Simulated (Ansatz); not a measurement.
The calculation's input:

```
crystal:
  periodic: [false, false, false]
  atoms:
    - {symbol: Ga, position_ang: [-0.833798, -0.752471, -0.233582]}
    - {symbol: Br, position_ang: [1.275988, -1.440662, -2.049203]}
    - {symbol: H, position_ang: [-0.333035, -1.797389, -1.482894]}
    - {symbol: C, position_ang: [-0.135409, 0.781418, 0.800967]}
    - {symbol: H, position_ang: [-0.863891, 1.133620, 1.533319]}
    - {symbol: H, position_ang: [0.110380, 1.595684, 0.114423]}
    - {symbol: H, position_ang: [0.779766, 0.479801, 1.316971]}
basis:
  gaussian: {orbitals: def2-TZVPP}
hamiltonian: {xc: pbe0, dispersion: d4}
output: {orbitals: {seedname: orbitals}}
```

Run with:

```sh
ansatz run in.yaml --threads 4 --pin off --events-out ev --progress --plain --max-ram 9574MiB
```

A transition-state structure; geometry: PBE0-D4/def2-TZVP.

The calculation used RKS PBE0-D4/def2-TZVPP in Ansatz 0.2.0.

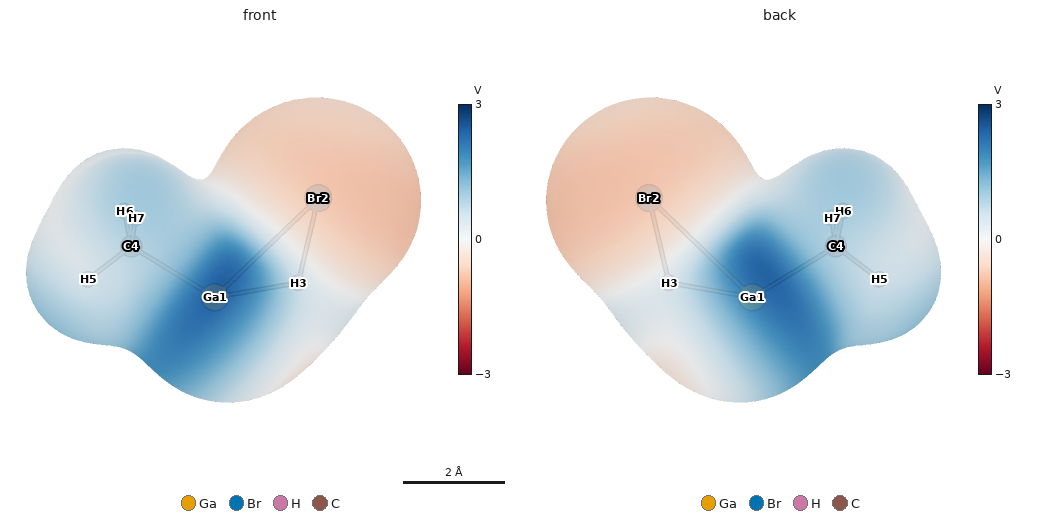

CH4BrGa. The molecular electrostatic potential painted on the density surface at 0.002 e/bohr³, seen from the front and from behind; red is negative and blue positive.

Question: Where is the surface potential most negative and most positive?

Answer: The most negative region (about −0.8 V, or −18 kcal/mol for a unit charge) lies over Br2, the most positive (about +2.4 V, or +55 kcal/mol for a unit charge) over Ga1.
